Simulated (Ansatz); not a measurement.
## Hypothetical anatase PtCl2 under a change: Pt → Re

Base system: PtCl$_{2}$ in the anatase structure (space group I4_1/amd, No. 141; a = 5.090 Å, c = 9.817 Å; a hypothetical phase, not in the database extracts checked).

Perturbation: Re takes the place of Pt on all its sites; the structure is relaxed again.

Computed with PBEsol, PAW, 420 eV (Ansatz, a quantum-chemistry and plane-wave program; no spin-orbit coupling). k-mesh 13×13×13 (Γ-centred); smearing 0.05 eV (Fermi–Dirac).

| quantity | base | changed | shift |
|---|---|---|---|
| density | 6.95 g/cm³ | 8.26 g/cm³ | +1.316 g/cm³ |
| lattice parameter a | 509.0 pm | 493.6 pm | -15.4 pm |
| c/a ratio | 1.929 | 1.719 | -0.210 |
| space group | I4_1/amd (No. 141) | I4_1/amd (No. 141) | – |
| shortest interatomic distance | 232.2 pm | 235.1 pm | +2.95 pm |
| band gap | zero | zero | – |

Final structure:

```xyz
6
Lattice="-2.4678 2.4678 4.2420 2.4678 -2.4678 4.2420 2.4678 2.4678 -4.2420" Properties=species:S:1:pos:R:3 pbc="T T T"
Re     0.0000     0.0000     4.2420
Re     2.4678     0.0000     2.1210
Cl     0.0000     0.0000     1.8909
Cl     0.0000     2.4678     4.0119
Cl     0.0000     2.4678     0.2301
Cl     0.0000     0.0000     6.5931
```

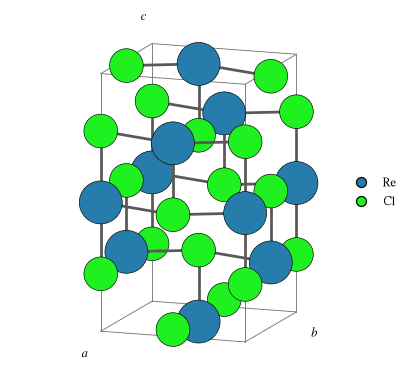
*The relaxed conventional cell after the change*

No phonon test of stability was made. As relaxed here, ReCl2 is a hypothetical phase, not in the database extracts checked. No Hubbard U is applied, and correlation can decide whether such a compound is a metal. The final runs are not spin-polarised. ReCl2 has a high density of states at the Fermi level and may be magnetic at this level.
